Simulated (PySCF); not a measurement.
**BHSCl (SMILES S[B]Cl): levels of theory compared**

Wanted: a comparison of 6 runs (U-r2SCAN/STO-6G, UB3LYP/STO-6G, UPBE/STO-6G, UCCSDT/STO-6G, UCISD/STO-6G, UCCSD(T)/STO-6G) of BHSCl. Input form: a Python script.

The results are computed with PySCF 2.14.0.

9 further runs of the same task are left out: 9 set aside as unsound or not needed.

### 1 The system as given

BHSCl: 4 atoms, total charge 0, spin state doublet. As SMILES, `S[B]Cl`. The S1–B2 distance was set to 3.885 Å, away from the relaxed value. At this shape a bond of the SMILES string is far longer than usual.

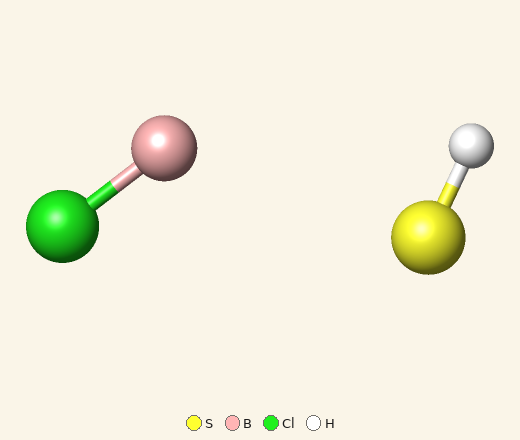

The structure, seen from a chosen angle (sulfur yellow, boron pink, chlorine green, hydrogen white).

### 2 The energy at U-r2SCAN/STO-6G (run 1)

Input file calc.py:

```python
from pyscf import gto, dft

mol = gto.Mole()
mol.atom = '''
S        1.605576      -2.306825       1.584016
B       -0.299600       0.475700      -0.345800
Cl      -2.014100       0.616000      -0.427300
H        2.842076      -1.880625       1.274016
'''
mol.charge = 0
mol.verbose = 3
mol.spin = 1
mol.basis = 'sto-6g'
mol.max_memory = 1860
mol.build()

ks = dft.UKS(mol, xc='r2scan')
ks.conv_tol = 1e-10
ks.grids.level = 5
ks.kernel()
if not ks.converged:
    ks = ks.newton().run(ks.mo_coeff, ks.mo_occ)

energy = ks.e_tot
print('Final energy', energy)
```

Started as:

```bash
$ OMP_NUM_THREADS=1 python calc.py
```

Output:

```text
WARN: HOMO -0.219754172769714 >= LUMO -0.219754172769715

WARN: HOMO -0.0508762194458561 >= LUMO -0.0522578405633135

WARN: HOMO -0.0482998772690945 >= LUMO -0.0577832284846316

WARN: HOMO -0.0492838724271625 >= LUMO -0.0614263093975547

converged SCF energy = -880.575012099368  <S^2> = 0.75173135  2S+1 = 2.0017306
Final energy -880.5750120993677
```

It took 16 s on 1 thread of Arm Neoverse V1, shared host; peak memory 0.23 GiB.

### 3 The energy at UB3LYP/STO-6G (run 2)

Input file calc.py:

```python
from pyscf import gto, dft

mol = gto.Mole()
mol.atom = 'S 1.605576 -2.306825 1.584016; B -0.299600 0.475700 -0.345800; Cl -2.014100 0.616000 -0.427300; H 2.842076 -1.880625 1.274016'
mol.basis = 'sto-6g'
mol.max_memory = 1860
mol.charge = 0
mol.verbose = 4
mol.spin = 1
mol.build()

mf = dft.UKS(mol)
mf.xc = 'b3lyp'
mf.conv_tol = 1e-10
mf.grids.level = 5
mf.kernel()
if not mf.converged:
    mf = mf.newton().run(mf.mo_coeff, mf.mo_occ)

energy = mf.e_tot
print('E(%s) = %.9f' % ('B3LYP', energy))
```

Started as:

```bash
$ OMP_NUM_THREADS=1 python calc.py
```

Output:

```text
PySCF version 2.14.0

[... 53 lines left out ...]
WARN: HOMO -0.224557397007005 >= LUMO -0.224557397007006
[... 21 lines left out ...]
WARN: HOMO -0.0460095618471794 >= LUMO -0.0458651260247493
[... 5 lines left out ...]
WARN: HOMO -0.0459286533099621 >= LUMO -0.0513086865405336
[... 70 lines left out ...]
converged SCF energy = -880.61388459352  <S^2> = 0.75085585  2S+1 = 2.0008557
E(B3LYP) = -880.613884594
```

It took 12 s on 1 thread of Arm Neoverse V1, shared host; peak memory 0.22 GiB.

Runs 3 to 5 aren't shown in full; the table further down has their settings and results.

### 4 The energy at UCCSD(T)/STO-6G (run 6)

Input file run.py:

```python
from pyscf import gto, scf, cc

system = gto.M(
    atom='S 1.605576 -2.306825 1.584016; B -0.299600 0.475700 -0.345800; Cl -2.014100 0.616000 -0.427300; H 2.842076 -1.880625 1.274016',
    basis='sto-6g',
    verbose=3,
    spin=1,
    max_memory=1860,
)

mf = scf.UHF(system)
mf.conv_tol = 1e-10
mf.kernel()
if not mf.converged:
    mf = mf.newton().run(mf.mo_coeff, mf.mo_occ)

mycc = cc.CCSD(mf, frozen=11)
mycc.kernel()
e_t = mycc.ccsd_t()
energy = mycc.e_tot + e_t
print('Final energy', energy)
```

Started as:

```bash
$ OMP_NUM_THREADS=1 python run.py
```

Output:

```text
WARN: HOMO -0.00168334886743927 >= LUMO -0.00107572892906942

converged SCF energy = -879.20921849548  <S^2> = 0.75295906  2S+1 = 2.0029569
E(UCCSD) = -879.294031729891  E_corr = -0.08481323441055791
UCCSD(T) correction = -0.00242525516324567
Final energy -879.2964569850542
```

Run time: 1.2 s. Hardware: 1 thread of Arm Neoverse V1, shared host; peak memory 0.1 GiB.

### 5 Overview of the runs

```tsv
run	level	integration grid	frozen core orbitals	energy (Eh)	dipole moment (D) of the reference	HOMO energy (eV)	LUMO energy (eV)	wall time
1	U-r2SCAN/STO-6G	5	–	-880.575012	0.61	-1.88	-0.93	16 s
2	UB3LYP/STO-6G	5	–	-880.613885	0.58	-2.88	-0.37	12 s
3	UPBE/STO-6G	5	–	-880.176592	0.56	-1.62	-1.47	9.6 s
4	UCCSDT/STO-6G	–	11	-879.296648	1.01	-6.69	5.83	4.8 s
5	UCISD/STO-6G	–	11	-879.290148	1.01	-6.69	5.83	1.3 s
6	UCCSD(T)/STO-6G	–	11	-879.296457	1.01	-6.69	5.83	1.2 s
```

### 6 Summary of results

| quantity | value |
| --- | --- |
| run 6: total energy | -879.29646 Eh |
| run 6: dipole moment (Hartree–Fock density) | 1.01 D |
| run 6: HOMO energy (Hartree–Fock orbitals) (highest over α and β) | -6.69 eV |
| run 6: LUMO energy (Hartree–Fock orbitals) (lowest over α and β) | 5.83 eV |
| run 6: correlation energy (11 core orbitals frozen) | -87.2 mEh |
| run 6: (T) correction | -2.43 mEh |
| run 6: ⟨S²⟩ of the reference determinant | 0.753 |
| run 6: T1 diagnostic | 0.012 |

In words: Over runs 1, 2, 3 the dipole moment (its size) runs from 0.56 D (UPBE/STO-6G) to 0.61 D (U-r2SCAN/STO-6G). Totals of different functionals can't be ranked against each other. In runs 1, 2, 3, 4, 5, 6 the basis is minimal, so the values are rough. All runs together took 45 s, the longest 16 s.
